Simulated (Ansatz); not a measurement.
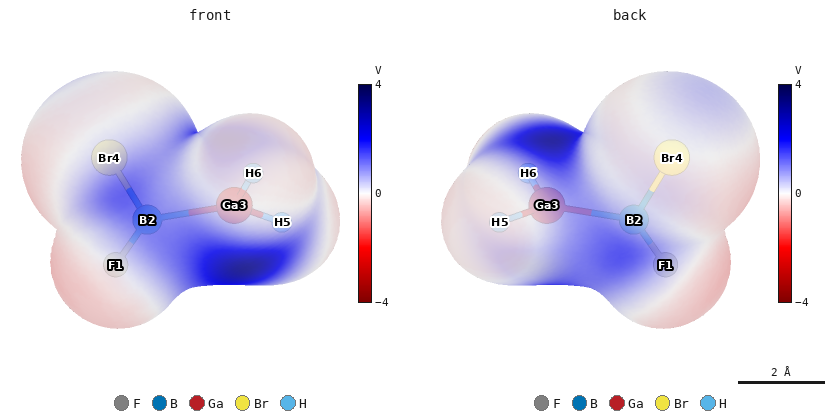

Figure 1: BBrFGaH2 (SMILES F[B]([GaH2])Br). The electrostatic potential painted on the density surface at 0.002 e/bohr³, seen from the front and from behind; red is negative and blue positive.

Theory: Ansatz, RKS PBE0-D4/def2-SVP.

```yaml
atoms:
  - { symbol: F, position_ang: [0.1336, -2.1836, 0.3066] }
  - { symbol: B, position_ang: [-0.3047, -1.0105, -0.0941] }
  - { symbol: Ga, position_ang: [0.5342, 0.8797, 0.2271] }
  - { symbol: Br, position_ang: [-1.9444, -1.0064, -1.1239] }
  - { symbol: H, position_ang: [1.5370, 1.4987, -0.8134] }
  - { symbol: H, position_ang: [0.0864, 1.7582, 1.4513] }
```

**Describe the electrostatic potential map.**

The most negative region (about −0.4 V) lies over F1, the most positive (about +3.1 V) over Ga3. Br4 shows a σ-hole: about +0.4 V at the tip opposite its bond, against about −0.1 V on its flanks.
